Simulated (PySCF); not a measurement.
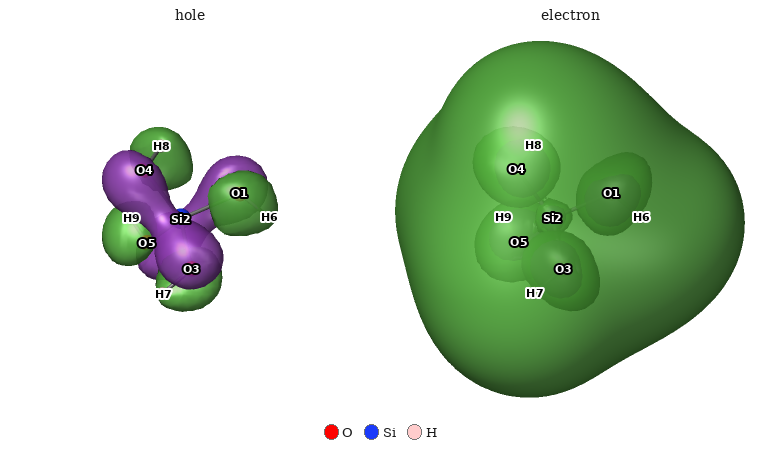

*H4O4Si, SMILES `O[Si](O)(O)O`. Leading natural transition orbital pair of S₃ (TDA singlet states); the surfaces enclose about 78 % of each orbital's density.*

PySCF calculation, B3LYP/aug-cc-pVDZ, gas phase; geometry: GFN2-xTB. No frequency check shows the geometry to be a minimum.

Where does the state lie, and where do hole and electron sit?

7.88 eV (157 nm), f = 0.000 (dark), diffuse (Rydberg-like) orbital; the leading pair carries 75 %; hole on O1, O3, O4 and O5 (21 % each) and Si2 (9 %), electron on Si2 (22 %), H6, H7, H8 and H9 (13 % each) and O1, O3, O4 and O5 (7 % each) (atom shares of so diffuse an orbital are rough) (shares are of the whole state, not of the leading pair alone); their centroids lie 0.0 Å apart. In canonical orbitals it is mainly HOMO−2 → LUMO (74 %). The HOMO–LUMO gap is 8.10 eV.
